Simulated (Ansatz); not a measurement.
**FH8NSi2 (built from SMILES N[SiH2]F.[SiH4]): search for a transition state**

Aim: find the saddle point of a four-centre ligand exchange that is to form Si1–Si7, F2–H6 and break Si1–F2, H6–Si7, prove it by its vibrations, and relax downhill on both sides to see what it joins.

Method: PBE0-D4, def2-SVP first, then def2-TZVP; program: Ansatz 0.2.0, Gaussian basis.

152 further runs of the same task are left out: 152 set aside as unsound or not needed.

## 1. Where the work starts

The guess: 12 atoms, charge 0, spin multiplicity 1.

Atoms are counted from 1 here; the program's logs count them from 0.

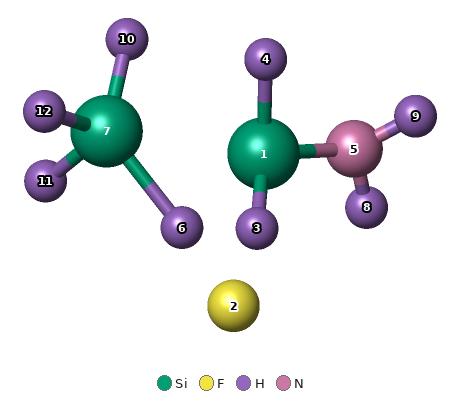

As it starts; silicon teal, fluorine yellow, hydrogen purple, nitrogen pink; atoms are numbered from 1 in the order of the file.

As a file:

```
Si   -0.9552    0.1817    0.3640
F    -0.0981   -2.0627   -0.4324
H    -2.0814   -0.4537   -0.3019
H    -1.2649    1.5797    0.6824
N    -0.2827   -0.4304    1.8119
H     0.3429   -0.8608   -0.7352
Si    0.9898    0.6442   -1.2483
H    -0.0052   -1.3997    1.8284
H    -0.6753   -0.1594    2.6980
H     1.7623    1.5625   -0.4109
H     2.0007   -0.0723   -2.0373
H     0.2672    1.4709   -2.2186
```

Distances that are to change: Si1–Si7 2.57 Å, F2–H6 1.32 Å, Si1–F2 2.53 Å, H6–Si7 1.72 Å.

## 2. Relaxing the guess with the reacting distances held

The input, hold/in.yaml:

```yaml
crystal:
  periodic: [false, false, false]
  atoms:
    - {symbol: Si, position_ang: [-0.955200, 0.181700, 0.364000]}
    - {symbol: F, position_ang: [-0.098100, -2.062700, -0.432400]}
    - {symbol: H, position_ang: [-2.081400, -0.453700, -0.301900]}
    - {symbol: H, position_ang: [-1.264900, 1.579700, 0.682400]}
    - {symbol: N, position_ang: [-0.282700, -0.430400, 1.811900]}
    - {symbol: H, position_ang: [0.342900, -0.860800, -0.735200]}
    - {symbol: Si, position_ang: [0.989800, 0.644200, -1.248300]}
    - {symbol: H, position_ang: [-0.005200, -1.399700, 1.828400]}
    - {symbol: H, position_ang: [-0.675300, -0.159400, 2.698000]}
    - {symbol: H, position_ang: [1.762300, 1.562500, -0.410900]}
    - {symbol: H, position_ang: [2.000700, -0.072300, -2.037300]}
    - {symbol: H, position_ang: [0.267200, 1.470900, -2.218600]}
basis:
  gaussian: {orbitals: def2-SVP}
hamiltonian: {xc: pbe0, dispersion: d4}
relax: {f_tol: 0.04, max_steps: 150, escape_saddle: false, constraints: [{distance: [0, 6]}, {distance: [1, 5]}, {distance: [0, 1]}, {distance: [5, 6]}]}
```

Run with:

```console
ansatz run in.yaml --threads 4 --pin off --events-out ev --progress --plain --max-ram 9574MiB
```

Log (excerpt; [...] marks lines left out):

```text
Functional definition: PBE0
  name "PBE0"
  cite "Adamo & Barone, J. Chem. Phys. 110, 6158 (1999) doi:10.1063/1.478522"
  cite "Perdew, Burke & Ernzerhof, Phys. Rev. Lett. 77, 3865 (1996) doi:10.1103/PhysRevLett.77.3865"
  parent pbe
[...]
1087 factors; integrals over basis functions are off by at most 3.2e-4 eV
[...]
mean field -20071.36684634 eV, -737.6091267417 hartree, gradient 3.2e-5 eV, S^2 0.000000; 0 other end points of the search recorded, 0 dependent functions left out
[...]
reference -20071.36687377 eV, -737.6091277499 hartree; 26, 26 occupied and 78, 78 virtual orbitals, 1087 factors
[...]
Atom 4 at    -0.612139    -0.578472     1.855117 Å, force    -0.001380     0.002186     0.019078 eV/Å
Atom 5 at     0.389222    -0.767457    -0.596288 Å, force    -0.519755    -2.620052     0.752728 eV/Å
Atom 6 at     0.961936     0.709033    -1.258671 Å, force     0.008914     0.524967    -0.076541 eV/Å
Atom 7 at    -0.218286    -1.514383     1.816748 Å, force     0.003192    -0.001673    -0.000374 eV/Å
Atom 8 at    -0.328689    -0.028597     2.655837 Å, force     0.000512     0.000017    -0.011162 eV/Å
Atom 9 at     1.813301     1.542095    -0.360868 Å, force     0.002029    -0.000362    -0.002309 eV/Å
Atom 10 at     1.809648    -0.183186    -2.101151 Å, force     0.002361     0.002664     0.004341 eV/Å
Atom 11 at     0.116670     1.575400    -2.134167 Å, force    -0.000038    -0.002327    -0.000067 eV/Å
Dipole moment:     0.047401     0.598054     0.237412 e Å
```

Run time: 21 s. Hardware: 4 threads of Arm Neoverse V1, shared host.

Step by step: (the energy doesn't fall at every step)

| step | energy from step 1 (eV) | largest force component (eV/Å) |
| --- | --- | --- |
| 1 | 0.0000 | 0.6657 |
| 2 | -0.2291 | 0.5639 |
| 3 | -0.2580 | 0.2886 |
| 4 | -0.2713 | 0.1348 |
| 5 | -0.2809 | 0.7581 |
| 6 | -0.2654 | 1.3195 |
| 7 | -0.2954 | 0.1557 |
| 8 | -0.3035 | 0.0732 |
| 9 | -0.3046 | 0.2170 |
| 10 | -0.3061 | 0.0776 |
| 11 | -0.3060 | 0.0710 |
| 12 | -0.3064 | 0.0191 |

Distances of close pairs at the start and the end, largest changes first:

| bond | before (Å) | after (Å) | change (Å) |
| --- | --- | --- | --- |
| Si1–H4 | 1.467 | 1.497 | +0.031 |
| Si7–H12 | 1.465 | 1.494 | +0.029 |
| Si7–H10 | 1.463 | 1.492 | +0.028 |
| Si1–H3 | 1.454 | 1.480 | +0.025 |
| Si7–H11 | 1.469 | 1.491 | +0.023 |
| Si1–N5 | 1.710 | 1.697 | -0.013 |
| N5–H8 | 1.008 | 1.016 | +0.008 |
| N5–H9 | 1.006 | 1.012 | +0.006 |

## 3. Force constants to start from

The input, hessian/in.yaml:

```yaml
crystal:
  periodic: [false, false, false]
  atoms:
    - {symbol: Si, position_ang: [-0.953876, 0.120749, 0.347575]}
    - {symbol: F, position_ang: [0.210425, -2.034300, -0.289899]}
    - {symbol: H, position_ang: [-2.044478, -0.432974, -0.485276]}
    - {symbol: H, position_ang: [-1.143634, 1.592093, 0.551141]}
    - {symbol: N, position_ang: [-0.612139, -0.578472, 1.855117]}
    - {symbol: H, position_ang: [0.389222, -0.767457, -0.596288]}
    - {symbol: Si, position_ang: [0.961936, 0.709033, -1.258671]}
    - {symbol: H, position_ang: [-0.218286, -1.514383, 1.816748]}
    - {symbol: H, position_ang: [-0.328689, -0.028597, 2.655837]}
    - {symbol: H, position_ang: [1.813301, 1.542095, -0.360868]}
    - {symbol: H, position_ang: [1.809648, -0.183186, -2.101151]}
    - {symbol: H, position_ang: [0.116670, 1.575400, -2.134167]}
basis:
  gaussian: {orbitals: def2-SVP}
hamiltonian: {xc: pbe0, dispersion: d4}
phonons: {}
scf: {lower_state_search: off}
```

Run with:

```console
ansatz run in.yaml --threads 4 --pin off --events-out ev --progress --plain --max-ram 9574MiB
```

Log (excerpt; [...] marks lines left out):

```text
[... 5 set-up lines as earlier in the session ...]
[...]
1090 factors; integrals over basis functions are off by at most 5.1e-4 eV
[...]
mean field -20071.67425215 eV, -737.6204236972 hartree, gradient 5.0e-6 eV, S^2 0.000000; 0 other end points of the search recorded, 0 dependent functions left out
[...]
WARN: phonons: modes at or below zero, which the zero-point energy, F, S and C_V leave out: 1, the lowest at -1047.26 cm⁻¹. A minimum has none, and a first-order saddle one
[...]
Atom 11 at     0.116670     1.575400    -2.134167 Å, force    -0.000008    -0.002296    -0.000062 eV/Å
Dipole moment:     0.047393     0.598054     0.237408 e Å
Vibrations: -1047.26 99.03 145.11 175.02 233.94 251.86 319.99 383.82 432.61 494.46 535.12 571.05 673.20 802.24 873.34 907.30 922.55 924.56 935.25 966.84 994.63 1468.87 1504.25 2211.19 2230.66 2249.59 2258.16 2304.79 3598.30 3729.73 cm⁻¹, zero-point energy 2.057981 eV
Checks for a lower state left out: stability, starts, cluster_reference, orbital_swaps, neighbouring_geometries, increment
```

It took 66 s on 4 threads of Arm Neoverse V1, shared host.

The structure is not stationary yet, so these wavenumbers are no spectrum; the search needs only the force constants.

## 4. Saddle search in the small basis

A small driver takes partitioned rational-function steps: uphill along one mode, downhill along the rest. It calls the program once a step for energy and forces and updates the Hessian by Bofill's formula. It stops when the largest force is under 0.04 eV/Å and the followed curvature is negative. The first step's input:

The input, presaddle/in.yaml:

```yaml
crystal:
  periodic: [false, false, false]
  atoms:
    - {symbol: Si, position_ang: [-0.953876, 0.120749, 0.347575]}
    - {symbol: F, position_ang: [0.210425, -2.034300, -0.289899]}
    - {symbol: H, position_ang: [-2.044478, -0.432974, -0.485276]}
    - {symbol: H, position_ang: [-1.143634, 1.592093, 0.551141]}
    - {symbol: N, position_ang: [-0.612139, -0.578472, 1.855117]}
    - {symbol: H, position_ang: [0.389222, -0.767457, -0.596288]}
    - {symbol: Si, position_ang: [0.961936, 0.709033, -1.258671]}
    - {symbol: H, position_ang: [-0.218286, -1.514383, 1.816748]}
    - {symbol: H, position_ang: [-0.328689, -0.028597, 2.655837]}
    - {symbol: H, position_ang: [1.813301, 1.542095, -0.360868]}
    - {symbol: H, position_ang: [1.809648, -0.183186, -2.101151]}
    - {symbol: H, position_ang: [0.116670, 1.575400, -2.134167]}
basis:
  gaussian: {orbitals: def2-SVP}
hamiltonian: {xc: pbe0, dispersion: d4}
output: {forces: true}
scf: {lower_state_search: off}
```

Run with:

```console
ansatz run in.yaml --threads 4 --pin off --events-out ev --progress --plain --max-ram 9574MiB
```

Step by step:

| step | energy (eV) | largest force (eV/Å) | followed curvature (eV/Å²) |
| --- | --- | --- | --- |
| 1 | -20071.87297 | 2.6202 | -7.60 |
| 2 | -20071.94194 | 1.5466 | -8.58 |
| 3 | -20072.23055 | 0.5838 | -10.35 |
| 4 | -20072.23942 | 0.4404 | -9.95 |
| 5 | -20072.22160 | 0.7825 | -10.81 |
| 6 | -20072.25963 | 0.2625 | -11.61 |
| 7 | -20072.24116 | 1.4889 | -11.77 |
| 8 | -20072.26012 | 0.5010 | -11.84 |
| 9 | -20072.26910 | 0.2082 | -11.82 |
| 10 | -20072.27300 | 0.1789 | -11.80 |
| 11 | -20072.27629 | 0.1480 | -11.79 |
| 12 | -20072.27542 | 0.4070 | -11.79 |
| 13 | -20072.27621 | 0.2991 | -11.80 |
| 14 | -20072.27827 | 0.0562 | -11.81 |
| 15 | -20072.27898 | 0.0350 | -11.80 |

The 15 steps took 18 s in all (4 threads of Arm Neoverse V1, shared host).

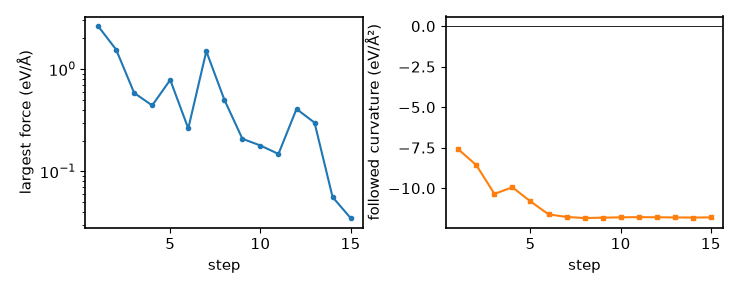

Largest force and followed curvature during the search.

## 5. Saddle search in triple zeta

The search itself is an outer loop (partitioned rational-function steps, Bofill update of the Hessian). Each step is one single-point run with forces. It stops when the largest force is under 0.018 eV/Å and the followed curvature is negative. The first step's input:

The input, saddle/in.yaml:

```yaml
crystal:
  periodic: [false, false, false]
  atoms:
    - {symbol: Si, position_ang: [-0.844863, -0.122381, 0.301014]}
    - {symbol: F, position_ang: [-0.090186, -1.850226, -0.272936]}
    - {symbol: H, position_ang: [-2.079821, -0.464991, -0.451456]}
    - {symbol: H, position_ang: [-0.897262, 1.381049, 0.447631]}
    - {symbol: N, position_ang: [-0.540191, -0.585568, 1.912020]}
    - {symbol: H, position_ang: [0.414519, -0.904184, -0.770551]}
    - {symbol: Si, position_ang: [0.994331, 0.738029, -1.315845]}
    - {symbol: H, position_ang: [-0.279758, -1.525949, 2.175747]}
    - {symbol: H, position_ang: [-0.486502, 0.091892, 2.661159]}
    - {symbol: H, position_ang: [1.791382, 1.518806, -0.324355]}
    - {symbol: H, position_ang: [1.939461, 0.087601, -2.283031]}
    - {symbol: H, position_ang: [0.078991, 1.635920, -2.079297]}
basis:
  gaussian: {orbitals: def2-TZVP}
hamiltonian: {xc: pbe0, dispersion: d4}
output: {forces: true}
scf: {lower_state_search: off}
```

Run with:

```console
ansatz run in.yaml --threads 4 --pin off --events-out ev --progress --plain --max-ram 9574MiB
```

The driver's record:

| step | energy (eV) | largest force (eV/Å) | followed curvature (eV/Å²) |
| --- | --- | --- | --- |
| 1 | -20083.25008 | 0.2864 | -11.80 |
| 2 | -20083.25315 | 0.3089 | -11.67 |
| 3 | -20083.25450 | 0.2231 | -11.70 |
| 4 | -20083.25784 | 0.0431 | -11.71 |
| 5 | -20083.25817 | 0.2056 | -11.71 |
| 6 | -20083.25956 | 0.0875 | -11.70 |
| 7 | -20083.25980 | 0.1047 | -11.69 |
| 8 | -20083.25985 | 0.0506 | -11.74 |
| 9 | -20083.25985 | 0.0863 | -11.79 |
| 10 | -20083.26002 | 0.0265 | -11.80 |
| 11 | -20083.25999 | 0.0753 | -11.80 |
| 12 | -20083.26019 | 0.0189 | -11.84 |
| 13 | -20083.26020 | 0.0413 | -11.85 |
| 14 | -20083.26028 | 0.0152 | -11.84 |

The 14 steps took 39 s in all (4 threads of Arm Neoverse V1, shared host).

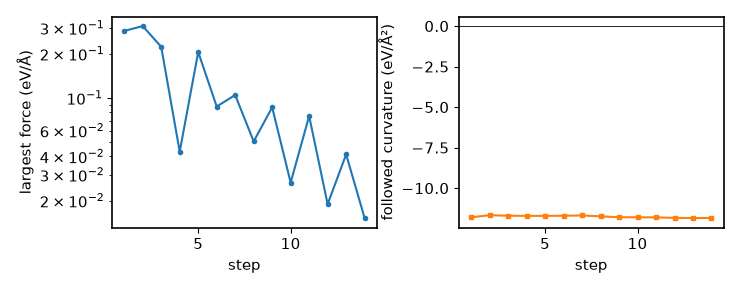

Largest force and followed curvature during the search.

The point found:

```xyz
12
charge 0, multiplicity 1
Si   -0.8229   -0.1090    0.3054
F    -0.0818   -1.8635   -0.2854
H    -2.0480   -0.4547   -0.4437
H    -0.8792    1.3863    0.4637
N    -0.5369   -0.5883    1.9012
H     0.4090   -0.9012   -0.7562
Si    0.9903    0.7467   -1.3091
H    -0.3082   -1.5302    2.1647
H    -0.4975    0.0750    2.6543
H     1.7857    1.5543   -0.3516
H     1.9237    0.0722   -2.2586
H     0.0659    1.6122   -2.0847
```

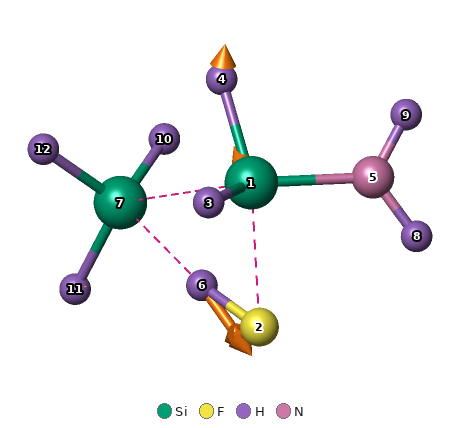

The point found; broken lines mark the pairs that react, arrows the followed mode.

## 6. Checking the order of the point

The input, vib/in.yaml:

```yaml
crystal:
  periodic: [false, false, false]
  atoms:
    - {symbol: Si, position_ang: [-0.822942, -0.108986, 0.305423]}
    - {symbol: F, position_ang: [-0.081802, -1.863470, -0.285351]}
    - {symbol: H, position_ang: [-2.048007, -0.454683, -0.443733]}
    - {symbol: H, position_ang: [-0.879168, 1.386270, 0.463678]}
    - {symbol: N, position_ang: [-0.536899, -0.588279, 1.901184]}
    - {symbol: H, position_ang: [0.409017, -0.901206, -0.756152]}
    - {symbol: Si, position_ang: [0.990251, 0.746726, -1.309090]}
    - {symbol: H, position_ang: [-0.308226, -1.530190, 2.164703]}
    - {symbol: H, position_ang: [-0.497482, 0.075041, 2.654286]}
    - {symbol: H, position_ang: [1.785748, 1.554347, -0.351577]}
    - {symbol: H, position_ang: [1.923749, 0.072212, -2.258567]}
    - {symbol: H, position_ang: [0.065862, 1.612220, -2.084704]}
basis:
  gaussian: {orbitals: def2-TZVP}
hamiltonian: {xc: pbe0, dispersion: d4}
phonons: {temperatures: {t_min: 298.15, t_max: 900, t_step: 200}}
```

Run with:

```console
ansatz run in.yaml --threads 4 --pin off --events-out ev --progress --plain --max-ram 9574MiB
```

Log (excerpt; [...] marks lines left out):

```text
[... 5 set-up lines as earlier in the session ...]
[...]
1199 factors; their error is unknown
[...]
mean field -20083.05993767 eV, -738.0388399223 hartree, gradient 6.0e-5 eV, S^2 0.000000; 0 other end points of the search recorded, 0 dependent functions left out
[...]
WARN: phonons: modes at or below zero, which the zero-point energy, F, S and C_V leave out: 1, the lowest at -1054.46 cm⁻¹. A minimum has none, and a first-order saddle one
[...]
Atom 9 at     1.785748     1.554347    -0.351577 Å, force     0.000893     0.001530    -0.000055 eV/Å
Atom 10 at     1.923749     0.072212    -2.258567 Å, force    -0.000717    -0.000761     0.000384 eV/Å
Atom 11 at     0.065862     1.612220    -2.084704 Å, force    -0.001106     0.000464    -0.000218 eV/Å
Dipole moment:     0.088363     0.144821     0.277822 e Å
Vibrations: -1054.46 104.94 206.35 241.44 262.94 318.13 361.44 407.00 424.60 480.75 503.95 672.53 695.70 813.30 877.89 889.65 919.60 940.09 945.88 979.50 1030.67 1571.24 1591.77 2112.69 2195.16 2234.27 2246.91 2259.88 3634.56 3742.63 cm⁻¹, zero-point energy 2.086991 eV
```

It took 2.3 min on 4 threads of Arm Neoverse V1, shared host.

Wavenumbers and character of the modes:

| mode | wavenumber (cm⁻¹) | character |
| --- | --- | --- |
| 1 | 1054i | changes F2–H6, H6–Si7 |
| 2 | 105 | not assigned (largely outside the bonds, angles and torsions drawn) |
| 3 | 206 | not assigned (largely outside the bonds, angles and torsions drawn) |
| 4 | 241 | not assigned (largely outside the bonds, angles and torsions drawn) |
| 5 | 263 | not assigned (largely outside the bonds, angles and torsions drawn) |
| 6 | 318 | torsion with out-of-plane bend |
| 7 | 361 | not assigned (largely outside the bonds, angles and torsions drawn) |
| 8 | 407 | not assigned (largely outside the bonds, angles and torsions drawn) |
| 9 | 425 | not assigned (largely outside the bonds, angles and torsions drawn) |
| 10 | 481 | not assigned (largely outside the bonds, angles and torsions drawn) |
| 11 | 504 | not assigned (largely outside the bonds, angles and torsions drawn) |
| 12 | 673 | bend |
| 13 | 696 | not assigned (largely outside the bonds, angles and torsions drawn) |
| 14 | 813 | bend |
| 15 | 878 | bend with Si–N stretch |
| 16 | 890 | not assigned (largely outside the bonds, angles and torsions drawn) |
| 17 | 920 | bend |
| 18 | 940 | bend |
| 19 | 946 | bend |
| 20 | 980 | bend with torsion |
| 21 | 1031 | bend |
| 22 | 1571 | bend |
| 23 | 1592 | not assigned (largely outside the bonds, angles and torsions drawn) |
| 24 | 2113 | Si–H stretch |
| 25 | 2195 | Si–H stretch |
| 26 | 2234 | Si–H stretch |
| 27 | 2247 | Si–H stretch |
| 28 | 2260 | Si–H stretch |
| 29 | 3635 | N–H stretch |
| 30 | 3743 | N–H stretch |

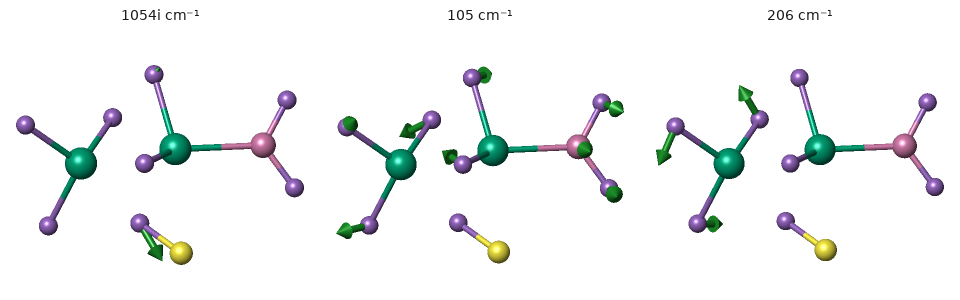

How the atoms move in 3 of the modes.

Vibrational sums (real modes only):

| T (K) | entropy (J/mol/K) | heat capacity (J/mol/K) |
| --- | --- | --- |
| 298 | 67.7 | 90.1 |
| 498 | 125.0 | 133.1 |
| 698 | 174.6 | 160.4 |
| 898 | 217.4 | 179.2 |

(Part 1 of 3 ends here.)
